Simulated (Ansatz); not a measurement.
## Electronic structure of C2H8B2Si in real space

The calculation's input:

```
crystal:
  periodic: [false, false, false]
  atoms:
    - { symbol: B, position_ang: [-1.6434, -0.2439, 0.4413] }
    - { symbol: C, position_ang: [-0.1392, -0.243, 0.1037] }
    - { symbol: B, position_ang: [0.7176, -1.3588, 0.7907] }
    - { symbol: C, position_ang: [0.3415, 0.1739, -1.2732] }
    - { symbol: Si, position_ang: [0.6849, 1.4544, 0.0275] }
    - { symbol: H, position_ang: [-2.0691, 0.3126, 1.4319] }
    - { symbol: H, position_ang: [-2.4139, -0.8487, -0.2065] }
    - { symbol: H, position_ang: [0.8995, -2.404, 0.2902] }
    - { symbol: H, position_ang: [1.1112, -1.1966, 1.9633] }
    - { symbol: H, position_ang: [-1.16084, 0.43466, -0.38065] }
    - { symbol: H, position_ang: [1.1547, -0.3418, -1.6664] }
    - { symbol: H, position_ang: [-0.1677, 2.6375, -0.1426] }
    - { symbol: H, position_ang: [2.0952, 1.5476, 0.183] }
basis:
  gaussian: { orbitals: "6-31G*" }
hamiltonian:
  xc: cam_b3lyp
relax:
  f_tol: 0.02
  max_steps: 50
output:
  orbitals: {}
```

Command:

```sh
ansatz run input.yaml --threads 2 --pin off --max-ram 3072MiB --backend cpu --events-out ev --progress --plain --runs-dir out
```

The fields are those of the relaxed geometry.

Level of theory: RKS CAM-B3LYP/6-31G* in Ansatz.

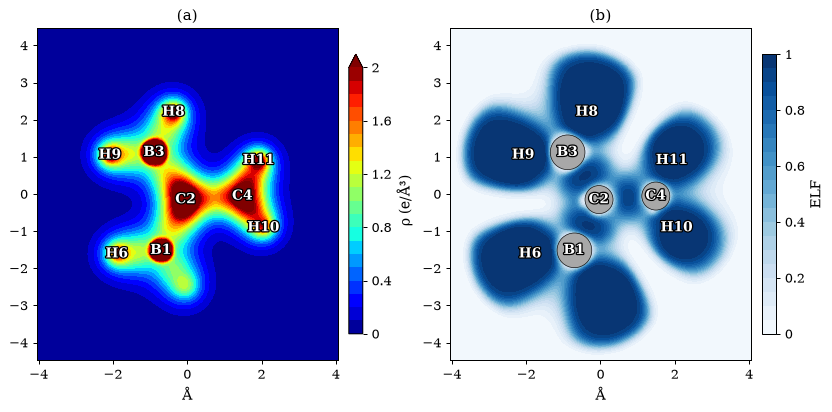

Figure 1. (a) total electron density; (b) ELF on the plane of atoms C2, B3 and H8. Grey discs cover the atomic cores in the ELF map.

Interpret the plot.

- Atoms in the plane: B, C and H.
- C–B (1.53 Å): ρ is about 1.5 e/Å³ halfway; the ELF peaks at about 0.95 between the atoms, as expected for localised, covalent bonding.
- C–C (1.54 Å): the density is about 1.6 e/Å³ at the midpoint; the ELF peaks at about 0.95 between the atoms: a covalent bond.
- C–H (1.09 Å): the density is about 2 e/Å³ at the midpoint; the ELF climbs to about 1 towards the hydrogen, as it does in any bond to H: a covalent bond by its length.
- B–H (1.19 Å): ρ at the midpoint is about 1.3 e/Å³; the ELF climbs to about 1 towards the hydrogen; an ordinary covalent bond to hydrogen.

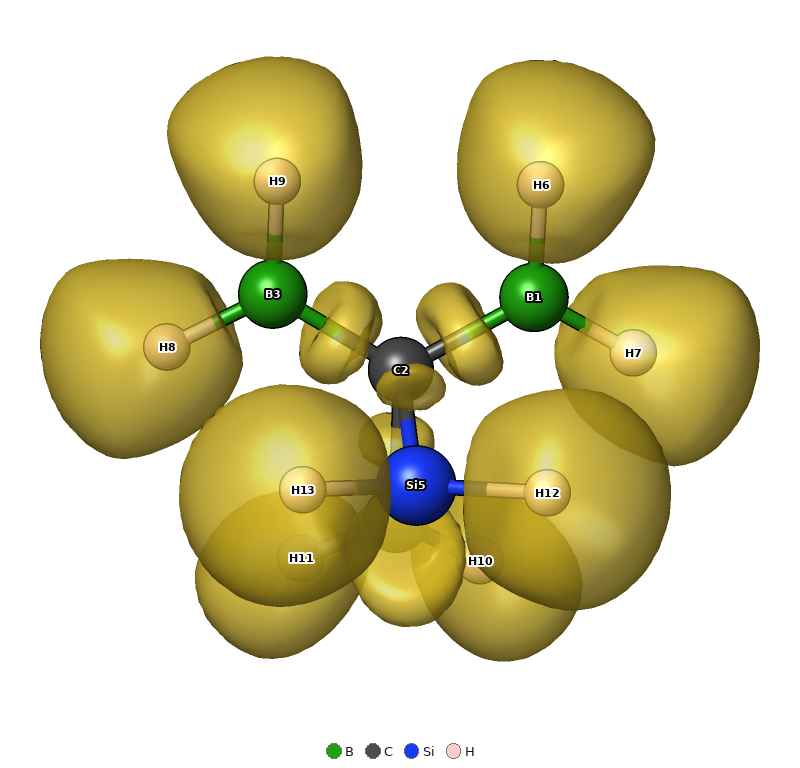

Figure 2. Isosurface of the ELF at 0.8 (yellow), seen across its widest extent. Core shells and regions of very low density are left out.

Describe the localisation domains.

At this value the surface marks out two regions between bonded B–C atoms (shared pairs), one region between bonded C–C atoms (shared pairs), one region between bonded C–Si atoms (shared pairs), eight regions around hydrogen nuclei and one region on Si in which the atom's valence shell and bonds are merged.

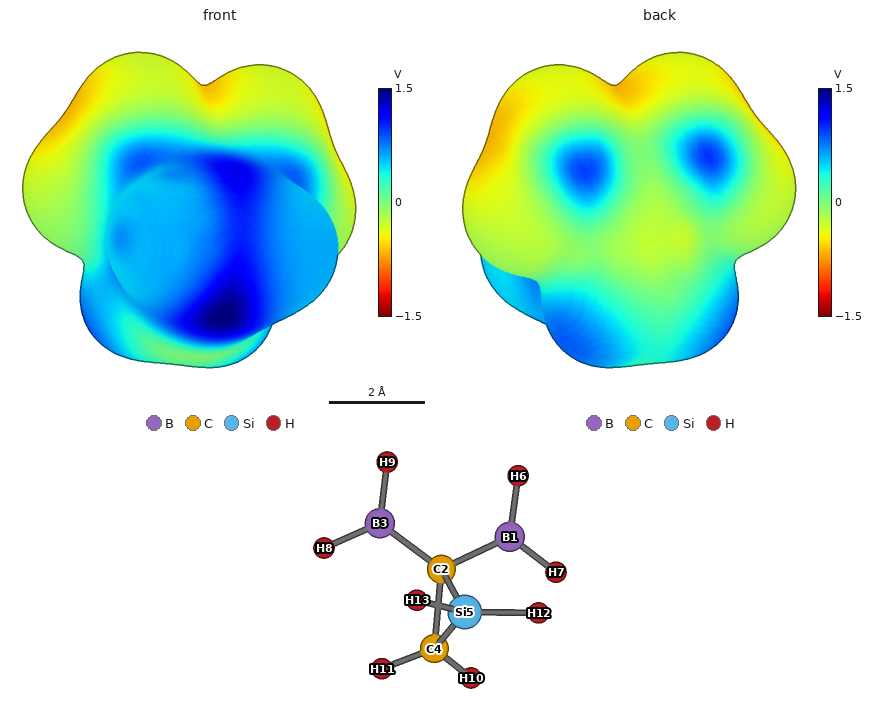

Figure 3. The molecular electrostatic potential painted on the density surface at 0.002 e/bohr³, seen from the front and from behind; the colour scale runs from red (negative) to blue (positive). The bare structure is drawn below in the same view.

Describe the electrostatic potential map.

The most negative region (about −0.6 V) lies over H6 and H9, the most positive (about +1.4 V) over Si5.
